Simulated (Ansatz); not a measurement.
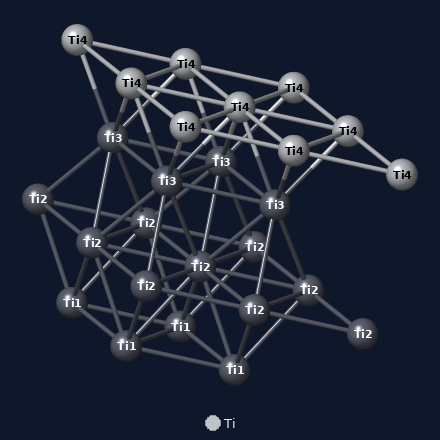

The system is O on a Ti(001) slab cut from the P6_3/mmc phase, its upper half relaxed before the scan (4 atoms of substrate and one adsorbate in a 1 × 1 cell); the picture shows it without the atoms that are moved over the map. O is moved over the surface cell; relaxed at each place: the height of the adsorbate's atoms; substrate rigid; the origin of the map has the adsorbate above Ti4. Places are given modulo a cell vector. The map is drawn in real space over the plane of the surface. The grid has 6 × 6 points; 10 points were computed and 26 follow by symmetry. All energies are given in eV relative to the lowest grid point. With one adsorbate in each 1 × 1 cell, its nearest image is 2.9 Å away, so neighbouring adsorbates interact. The runs have no spin polarisation; a magnetic state may lie lower. All numbers below come from DFT PBEsol, scalar-relativistic, plane waves, PAW in Ansatz. Settings: cutoff 420 eV, k-mesh 9×9×1, gaussian smearing 0.1 eV, no spin polarisation.

Range: position of O5 along the first surface vector from 0.000 to 0.833; position of O5 along the second surface vector from 0.000 to 0.833.

Predict the map.

Answer. The lowest grid point is at a threefold hollow, (4/6, 2/6) of the cell vectors. A higher local minimum lies near a threefold hollow over a second-layer Ti atom, (2/6, 4/6) of the cell vectors (0.18 eV above the lowest at that grid point). The highest grid point, the top site over a surface Ti atom, (0/6, 0/6) of the cell vectors, lies 2.69 eV above the lowest. On the interpolated surface the easiest way out of the lowest well to the well at a threefold hollow over a second-layer Ti atom, (2/6, 4/6) of the cell vectors passes a barrier of about 0.62 eV. At the lowest point the adsorbate has 3 Ti at 1.91 Å as nearest neighbours, at the highest 1 Ti at 1.60 Å. Its relaxed height above the top atom is 0.91 Å at the lowest and 1.60 Å at the highest point.

```csv
"second ↓, first →",0/6,1/6,2/6,3/6,4/6,5/6
5/6,2.42,1.92,0.79,0.79,1.92,2.42
4/6,1.60,0.79,0.18,0.79,1.60,1.87
3/6,0.60,0.79,0.79,0.60,0.65,0.65
2/6,1.60,1.92,1.60,0.65,0.00,0.65
1/6,2.42,2.42,1.87,0.65,0.65,1.87
0/6,2.69,2.42,1.60,0.60,1.60,2.42
```

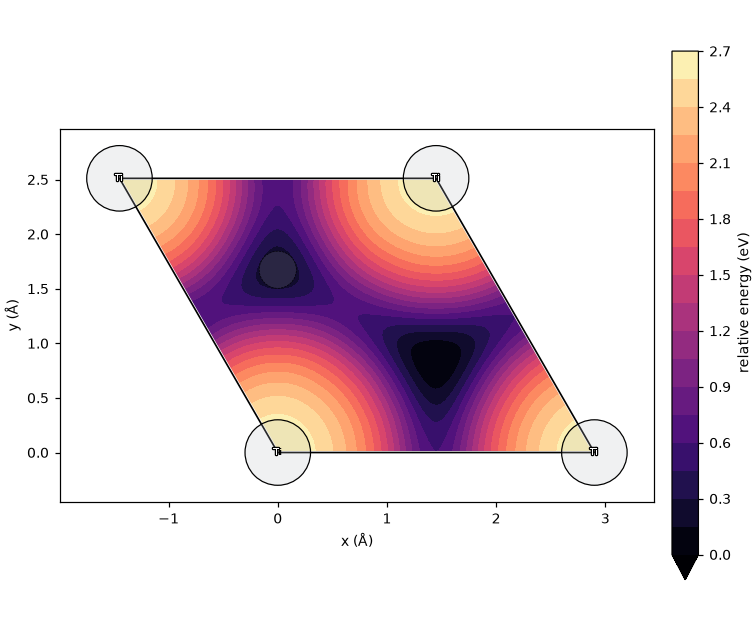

In the figure: filled contours, labelled circles for the atoms of the top layer and small ones for the second layer, the outline of one cell of the plane. Between grid points the surface is interpolated.

Time for the 10 points that were run: 15 min on 1 thread of Arm Neoverse V2, with other jobs on the host.

PAW datasets: the set soft_1.
